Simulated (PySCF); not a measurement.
## CH3AlOS: geometry relaxation (part 1 of 3)

CH3AlOS, SMILES C1[O][AlH][S]1, computed with mPWPW91/ANO-R1, RKS, sfX2C (PySCF 2.14.0).

The geometry: force field.

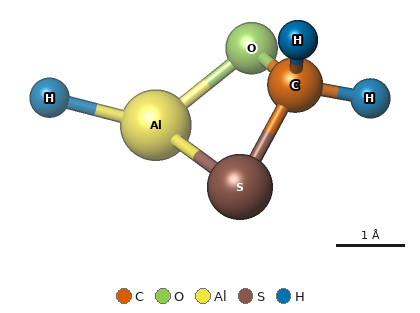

*The structure as given in the input (ball-and-stick view, seen at a tilt). Sticks mark near contacts.*

## The input (run.py)
```python
from pyscf import gto, dft
from pyscf.geomopt.geometric_solver import kernel as optimise

molecule = gto.M(
    atom='''
C     -0.430800     0.802100    -0.049900
O      0.012700     0.185600     1.076000
Al     0.400700    -1.428700     0.297400
S     -0.556500    -0.409500    -1.366400
H      0.230200     1.635600    -0.397100
H     -1.474200     1.303400     0.157500
H      1.879200    -2.156500     0.236800
''',
    basis='ano-r1',
    charge=0,
    max_memory=1860,
    verbose=3,
)

ks = dft.RKS(molecule)
ks.xc = 'mpw91,pw91'
ks = ks.sfx2c1e()
ks = ks.density_fit(auxbasis='cc-pvtz-jkfit')
converged, mol_eq = optimise(ks, maxsteps=100, convergence_set='GAU_TIGHT')
print('converged:', converged)
print(mol_eq.tostring())

ks.reset(mol_eq)
molecule = mol_eq
ks.kernel()
etot = ks.e_tot
print('E(%s) = %.9f' % ('MPWPW91', etot))
```

Run on 1 thread of Arm Neoverse V1, 24 GiB of memory available, shared host.

Run as:
```bash
OMP_NUM_THREADS=1 python run.py
```

## The program's output
```
#|     Arguments passed to driver run_optimizer():      |#
convergence_set           GAU_TIGHT
customengine              <pyscf.geomopt.geometric_solver.PySCFEngine object>
maxiter                   100
----------------------------------------------------------
Custom engine selected.
Bonds will be generated from interatomic distances less than 1.20 times sum of covalent radii
21 internal coordinates being used (instead of 21 Cartesians)
Internal coordinate system (atoms numbered from 1):
Distance 1-2
Distance 1-4
Distance 1-5
Distance 1-6
Distance 2-3
Distance 3-4
Distance 3-7
Angle 2-1-4
Angle 2-1-5
Angle 2-1-6
Angle 4-1-5
Angle 4-1-6
Angle 5-1-6
Angle 1-2-3
Angle 2-3-4
Angle 2-3-7
Angle 4-3-7
Angle 1-4-3
Dihedral 4-1-2-3
Dihedral 5-1-2-3
Dihedral 6-1-2-3
Dihedral 2-1-4-3
Dihedral 5-1-4-3
Dihedral 6-1-4-3
Dihedral 1-2-3-4
Dihedral 1-2-3-7
Dihedral 2-3-4-1
Dihedral 7-3-4-1
Translation-X 1-7
Translation-Y 1-7
Translation-Z 1-7
Rotation-A 1-7
Rotation-B 1-7
Rotation-C 1-7
<class 'geometric.internal.Distance'> : 7
<class 'geometric.internal.Angle'> : 11
<class 'geometric.internal.Dihedral'> : 10
<class 'geometric.internal.TranslationX'> : 1
<class 'geometric.internal.TranslationY'> : 1
<class 'geometric.internal.TranslationZ'> : 1
<class 'geometric.internal.RotationA'> : 1
<class 'geometric.internal.RotationB'> : 1
<class 'geometric.internal.RotationC'> : 1
> ===== Optimization Info: ====
> Job type: Energy minimization
> Maximum number of optimization cycles: 100
> Initial / maximum trust radius (Angstrom): 0.100 / 0.300
> Convergence Criteria:
> Will converge when all 5 criteria are reached:
>  |Delta-E| < 1.00e-06
>  RMS-Grad  < 1.00e-05
>  Max-Grad  < 1.50e-05
>  RMS-Disp  < 4.00e-05
>  Max-Disp  < 6.00e-05
> === End Optimization Info ===

Geometry optimization cycle 1
Cartesian coordinates (Angstrom)
 Atom        New coordinates             dX        dY        dZ
   C  -0.430800   0.802100  -0.049900    0.000000  0.000000  0.000000
   O   0.012700   0.185600   1.076000    0.000000  0.000000 -0.000000
  Al   0.400700  -1.428700   0.297400    0.000000  0.000000  0.000000
   S  -0.556500  -0.409500  -1.366400    0.000000  0.000000  0.000000
   H   0.230200   1.635600  -0.397100    0.000000 -0.000000  0.000000
   H  -1.474200   1.303400   0.157500    0.000000  0.000000  0.000000
   H   1.879200  -2.156500   0.236800    0.000000  0.000000 -0.000000

WARN: Mole.unit (angstrom) is changed to Bohr

converged SCF energy = -757.43176670601
--------------- DFsfX2C1eRKS_Scanner gradients ---------------
         x                y                z
0 C     0.0492127075    -0.0459153105    -0.0061083230
1 O    -0.0267333650     0.0285700459    -0.0243802852
2 Al    -0.0211395071    -0.0177880078    -0.0032441247
3 S     0.0073923338     0.0144150422     0.0341125264
4 H    -0.0004470000     0.0060040284    -0.0017119607
5 H    -0.0256633838     0.0131557542     0.0093589614
6 H     0.0173763153     0.0016242861    -0.0080734990
----------------------------------------------
cycle 1: E = -757.431766706  dE = -757.432  norm(grad) = 0.101098
Step    0 : Gradient = 3.821e-02/6.758e-02 (rms/max) Energy = -757.4317667060
Hessian Eigenvalues: 2.33052e-02 5.00000e-02 5.00000e-02 ... 2.65027e-01 3.16640e-01 5.06728e-01

Geometry optimization cycle 2
Cartesian coordinates (Angstrom)
 Atom        New coordinates             dX        dY        dZ
   C  -0.461252   0.816806  -0.036828   -0.030452  0.014706  0.013072
   O   0.119471   0.199678   1.066559    0.106771  0.014078 -0.009441
  Al   0.475221  -1.364362   0.252118    0.074521  0.064338 -0.045282
   S  -0.546575  -0.387973  -1.434081    0.009925  0.021527 -0.067681
   H   0.155076   1.670262  -0.393036   -0.075124  0.034662  0.004064
   H  -1.473782   1.237725   0.182993    0.000418 -0.065675  0.025493
   H   1.793258  -2.244164   0.319432   -0.085942 -0.087664  0.082632
converged SCF energy = -757.447545740903
--------------- DFsfX2C1eRKS_Scanner gradients ---------------
         x                y                z
0 C     0.0128586443    -0.0225130895    -0.0008741888
1 O    -0.0079734297     0.0157269515    -0.0042754047
2 Al    -0.0085986523    -0.0154011074     0.0025690394
3 S     0.0033015657     0.0084569480     0.0085443486
4 H    -0.0011438263     0.0024946967    -0.0008711388
5 H    -0.0045060396     0.0069216075     0.0004874855
6 H     0.0060321017     0.0043771708    -0.0055255934
----------------------------------------------
cycle 2: E = -757.447545741  dE = -0.015779  norm(grad) = 0.0404737
Step    1 : Displace = 9.532e-02/1.477e-01 (rms/max) Trust = 1.000e-01 (=) Grad = 1.530e-02/2.594e-02 (rms/max) E (change) = -757.4475457409 (-1.578e-02) Quality = 1.274
Hessian Eigenvalues: 2.17648e-02 4.44253e-02 5.00000e-02 ... 2.71290e-01 3.16480e-01 4.96454e-01

Geometry optimization cycle 3
Cartesian coordinates (Angstrom)
 Atom        New coordinates             dX        dY        dZ
   C  -0.468928   0.847395  -0.040575   -0.007675  0.030589 -0.003747
   O   0.229545   0.210323   1.010876    0.110075  0.010645 -0.055683
  Al   0.567425  -1.295413   0.173040    0.092205  0.068949 -0.079079
   S  -0.546793  -0.361577  -1.492278   -0.000219  0.026396 -0.058197
   H   0.077738   1.741739  -0.392291   -0.077338  0.071478  0.000744
   H  -1.478184   1.126741   0.246022   -0.004402 -0.110984  0.063029
   H   1.684359  -2.349396   0.445611   -0.108899 -0.105233  0.126179
converged SCF energy = -757.454620248047
--------------- DFsfX2C1eRKS_Scanner gradients ---------------
         x                y                z
0 C    -0.0106955312    -0.0001252476     0.0013899974
1 O     0.0016905853    -0.0012135890    -0.0000303298
2 Al    -0.0022301238    -0.0066204475     0.0069450327
3 S     0.0001815369     0.0028427502    -0.0016656071
4 H     0.0002242781     0.0006880271    -0.0003740038
5 H     0.0105622082    -0.0011702984    -0.0032506094
6 H     0.0003120810     0.0056048002    -0.0028945899
----------------------------------------------
cycle 3: E = -757.454620248  dE = -0.00707451  norm(grad) = 0.0198154
Step    2 : Displace = 1.231e-01/1.979e-01 (rms/max) Trust = 1.414e-01 (+) Grad = 7.490e-03/1.111e-02 (rms/max) E (change) = -757.4546202480 (-7.075e-03) Quality = 1.257
Hessian Eigenvalues: 1.66655e-02 3.55007e-02 5.00000e-02 ... 3.03158e-01 3.16421e-01 5.03425e-01

Geometry optimization cycle 4
Cartesian coordinates (Angstrom)
 Atom        New coordinates             dX        dY        dZ
   C  -0.465321   0.863033  -0.044913    0.003607  0.015639 -0.004338
   O   0.298964   0.225006   0.966230    0.069419  0.014683 -0.044645
  Al   0.631762  -1.260568   0.107477    0.064337  0.034844 -0.065563
   S  -0.545144  -0.343396  -1.520929    0.001650  0.018182 -0.028651
   H   0.027319   1.785250  -0.391979   -0.050419  0.043511  0.000312
   H  -1.495582   1.063233   0.289245   -0.017398 -0.063508  0.043224
   H   1.609531  -2.415671   0.531937   -0.074828 -0.066275  0.086326
converged SCF energy = -757.45649068237
--------------- DFsfX2C1eRKS_Scanner gradients ---------------
         x                y                z
0 C    -0.0036755536     0.0057969076    -0.0023406971
1 O     0.0043414198    -0.0061547365     0.0010043390
2 Al    -0.0022076505    -0.0006992630     0.0038199164
3 S    -0.0006020180     0.0002746355    -0.0028578960
4 H     0.0006698877    -0.0008286841     0.0002615091
5 H     0.0003023486    -0.0006349710     0.0000570708
6 H     0.0012088220     0.0022372437     0.0001231212
----------------------------------------------
cycle 4: E = -757.456490682  dE = -0.00187043  norm(grad) = 0.0121274
Step    3 : Displace = 8.119e-02/1.323e-01 (rms/max) Trust = 2.000e-01 (+) Grad = 4.584e-03/7.599e-03 (rms/max) E (change) = -757.4564906824 (-1.870e-03) Quality = 1.188
Hessian Eigenvalues: 1.35439e-02 3.32075e-02 5.00000e-02 ... 3.08363e-01 3.17444e-01 5.05448e-01

Geometry optimization cycle 5
Cartesian coordinates (Angstrom)
 Atom        New coordinates             dX        dY        dZ
   C  -0.463072   0.865446  -0.045017    0.002248  0.002412 -0.000104
   O   0.314309   0.243004   0.958340    0.015344  0.017998 -0.007890
  Al   0.662403  -1.243948   0.091677    0.030641  0.016620 -0.015800
   S  -0.531619  -0.339686  -1.522751    0.013525  0.003710 -0.001822
   H   0.000199   1.802785  -0.392133   -0.027121  0.017535 -0.000154
   H  -1.498235   1.037892   0.294772   -0.002653 -0.025341  0.005526
   H   1.573785  -2.448655   0.543768   -0.035746 -0.032984  0.011831
converged SCF energy = -757.45691738346
--------------- DFsfX2C1eRKS_Scanner gradients ---------------
         x                y                z
0 C    -0.0010710939     0.0044502419    -0.0015241952
1 O     0.0017714091    -0.0024940910     0.0008865663
2 Al    -0.0014802442    -0.0006735587     0.0005452851
3 S    -0.0003357942    -0.0003654936    -0.0014583007
4 H     0.0002885802    -0.0006413787     0.0004125028
5 H    -0.0002823367    -0.0007988357     0.0004779744
6 H     0.0011366105     0.0005161899     0.0007245480
----------------------------------------------
cycle 5: E = -757.456917383  dE = -0.000426701  norm(grad) = 0.00651375
Step    4 : Displace = 3.038e-02/4.949e-02 (rms/max) Trust = 2.828e-01 (+) Grad = 2.462e-03/4.824e-03 (rms/max) E (change) = -757.4569173835 (-4.267e-04) Quality = 1.411
Hessian Eigenvalues: 1.17193e-02 3.12135e-02 4.99949e-02 ... 3.09262e-01 3.17553e-01 4.89179e-01

Geometry optimization cycle 6
Cartesian coordinates (Angstrom)
 Atom        New coordinates             dX        dY        dZ
   C  -0.462724   0.863732  -0.043328    0.000348 -0.001714  0.001688
   O   0.317216   0.261910   0.961843    0.002908  0.018906  0.003502
  Al   0.688451  -1.226242   0.095006    0.026049  0.017706  0.003329
   S  -0.508788  -0.339542  -1.518225    0.022831  0.000144  0.004525
   H  -0.020355   1.811225  -0.394184   -0.020554  0.008440 -0.002051
   H  -1.504217   1.023912   0.287918   -0.005982 -0.013980 -0.006854
   H   1.543608  -2.477597   0.528234   -0.030177 -0.028941 -0.015534
converged SCF energy = -757.457079199766
--------------- DFsfX2C1eRKS_Scanner gradients ---------------
         x                y                z
0 C     0.0014578005     0.0004680311     0.0007371312
1 O    -0.0007337933     0.0010188913    -0.0005690586
2 Al    -0.0003391476    -0.0004904047    -0.0004819616
3 S     0.0001785386    -0.0003597894    -0.0000158053
4 H     0.0000016757    -0.0000894209     0.0000438513
5 H    -0.0008281341    -0.0002593950     0.0002751086
6 H     0.0002799295    -0.0002881209     0.0000798229
----------------------------------------------
cycle 6: E = -757.4570792  dE = -0.000161816  norm(grad) = 0.00255809
Step    5 : Displace = 2.516e-02/4.210e-02 (rms/max) Trust = 3.000e-01 (+) Grad = 9.669e-04/1.699e-03 (rms/max) E (change) = -757.4570791998 (-1.618e-04) Quality = 1.012
Hessian Eigenvalues: 1.18027e-02 2.96772e-02 4.99641e-02 ... 3.08725e-01 3.16672e-01 5.04307e-01

Geometry optimization cycle 7
Cartesian coordinates (Angstrom)
 Atom        New coordinates             dX        dY        dZ
   C  -0.463384   0.862420  -0.044013   -0.000660 -0.001312 -0.000685
   O   0.316420   0.259533   0.961815   -0.000797 -0.002377 -0.000027
  Al   0.689392  -1.225237   0.093104    0.000940  0.001005 -0.001902
   S  -0.510882  -0.339304  -1.518988   -0.002095  0.000238 -0.000762
   H  -0.019597   1.809446  -0.394747    0.000758 -0.001780 -0.000563
   H  -1.503067   1.025858   0.286913    0.001150  0.001946 -0.001005
   H   1.543037  -2.475321   0.527976   -0.000572  0.002275 -0.000258
converged SCF energy = -757.457087480006
--------------- DFsfX2C1eRKS_Scanner gradients ---------------
         x                y                z
0 C     0.0005639594     0.0001842188     0.0007523000
1 O    -0.0003601081     0.0003996395    -0.0004144903
2 Al    -0.0001644206    -0.0002030077    -0.0001928713
3 S     0.0000508093    -0.0002011401    -0.0000747258
4 H    -0.0000559936    -0.0000158926    -0.0000031015
5 H    -0.0000787738    -0.0001669089    -0.0000555338
6 H     0.0000619402     0.0000000279     0.0000546733
----------------------------------------------
cycle 7: E = -757.45708748  dE = -8.28024e-06  norm(grad) = 0.00125721
Step    6 : Displace = 2.089e-03/2.688e-03 (rms/max) Trust = 3.000e-01 (=) Grad = 4.752e-04/9.581e-04 (rms/max) E (change) = -757.4570874800 (-8.280e-06) Quality = 1.313
Hessian Eigenvalues: 1.17723e-02 2.37234e-02 4.93508e-02 ... 3.16029e-01 3.30208e-01 4.53383e-01

Geometry optimization cycle 8
Cartesian coordinates (Angstrom)
 Atom        New coordinates             dX        dY        dZ
   C  -0.464657   0.861517  -0.045506   -0.001274 -0.000903 -0.001493
   O   0.314308   0.258151   0.962066   -0.002112 -0.001382  0.000251
  Al   0.690106  -1.224304   0.092361    0.000715  0.000933 -0.000743
   S  -0.511863  -0.339388  -1.519728   -0.000981 -0.000084 -0.000740
   H  -0.018389   1.807632  -0.395950    0.001208 -0.001813 -0.001204
   H  -1.503438   1.028950   0.285316   -0.000371  0.003093 -0.001596
   H   1.543583  -2.474809   0.524847    0.000546  0.000512 -0.003128
converged SCF energy = -757.457090407465
--------------- DFsfX2C1eRKS_Scanner gradients ---------------
         x                y                z
0 C     0.0000744414    -0.0001050200     0.0004982877
1 O    -0.0000613687     0.0000464945    -0.0002114770
2 Al    -0.0000454734     0.0000238721     0.0000424495
3 S     0.0000017326    -0.0000755851    -0.0001300439
4 H    -0.0000297859     0.0000327531    -0.0000284845
5 H     0.0000961746     0.0000084147    -0.0001148486
6 H    -0.0000177183     0.0000646123     0.0000086796
----------------------------------------------
cycle 8: E = -757.457090407  dE = -2.92746e-06  norm(grad) = 0.000610266
Step    7 : Displace = 2.114e-03/3.052e-03 (rms/max) Trust = 3.000e-01 (=) Grad = 2.307e-04/5.146e-04 (rms/max) E (change) = -757.4570904075 (-2.927e-06) Quality = 1.185
Hessian Eigenvalues: 1.17739e-02 2.00723e-02 4.75929e-02 ... 3.16143e-01 3.45359e-01 4.15164e-01

Geometry optimization cycle 9
Cartesian coordinates (Angstrom)
 Atom        New coordinates             dX        dY        dZ
   C  -0.465316   0.861539  -0.046964   -0.000659  0.000023 -0.001458
   O   0.313281   0.257859   0.961439   -0.001027 -0.000293 -0.000627
  Al   0.690444  -1.223946   0.091318    0.000338  0.000358 -0.001043
   S  -0.512403  -0.339275  -1.520492   -0.000540  0.000113 -0.000764
   H  -0.018149   1.807354  -0.397005    0.000240 -0.000278 -0.001055
   H  -1.503834   1.029903   0.284430   -0.000396  0.000953 -0.000886
   H   1.543456  -2.475212   0.522791   -0.000127 -0.000403 -0.002056
converged SCF energy = -757.457090960634
```
